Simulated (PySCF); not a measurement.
**TlCl: density, localisation and related maps**

```xyz
2

Tl    0.0000    0.0000   -0.3681
Cl    0.0000    0.0000    2.1579
```

Core potentials replace the inner electrons of Tl.

All numbers below come from PBE0/def2-SVP, non-relativistic Hamiltonian with scalar-relativistic core potentials where named, at a bond length of 2.526 Å in PySCF 2.14.0.

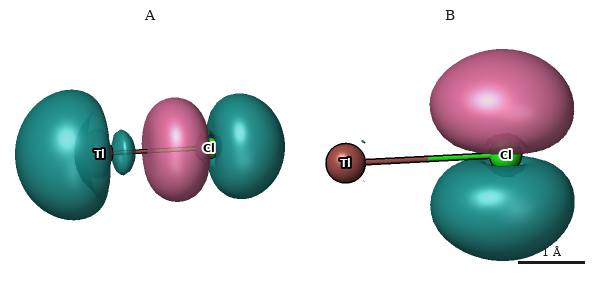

Figure 1. Two frontier orbitals, each drawn at the value that holds 80 % of its norm (teal and pink are the two phases), in no order; of a degenerate pair one member is drawn.

Label each orbital by symmetry, say whether it is occupied, and order them by energy.

Orbital B: π, occupied, −7.55 eV; mainly on Cl (90 %).
Orbital A: σ, occupied, −7.29 eV; shared between the atoms (Tl 35 %, Cl 65 %).

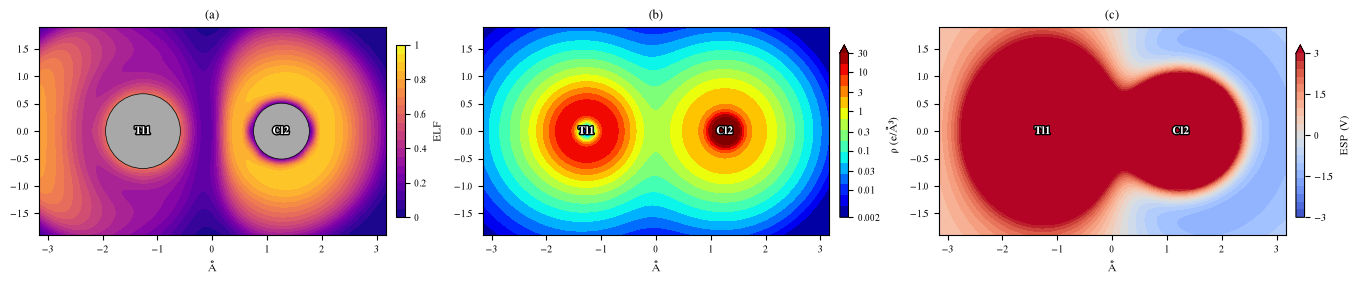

Figure 2. (a) electron localisation function; (b) electron density; (c) molecular electrostatic potential on a plane that holds the molecular axis. Grey discs cover the atomic cores in the ELF map.

What does the map show?

- Atoms in the plane: Tl and Cl.
- Tl–Cl (2.53 Å): ρ is about 0.41 e/Å³ halfway; the ELF peaks at about 0.85 in the valence shell of Cl, 0.8 Å from its nucleus, and drops to about 0.15 between the two atoms.
- The ELF also peaks beside Cl2, away from the bonds: lone-pair regions.
- Outside the dense part of the molecule the potential is most negative (−1.5 V) near Cl2.

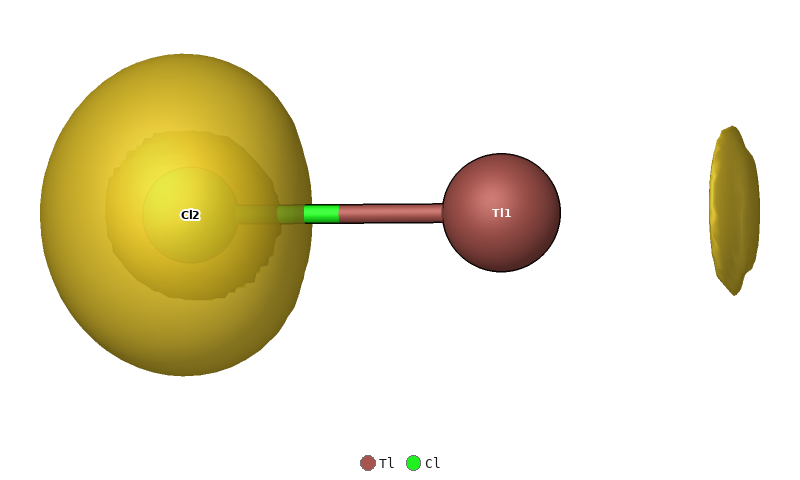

Figure 3. Isosurface of the electron localisation function at 0.75 (yellow), seen from one side. Only the valence region is drawn (cores and ρ < 0.01 e/Å³ removed).

What do the ELF domains correspond to?

At this value the surface marks out one lobe on Tl, pointing away from the bonds (lone pairs) and one region wrapped around Cl (its valence shell).
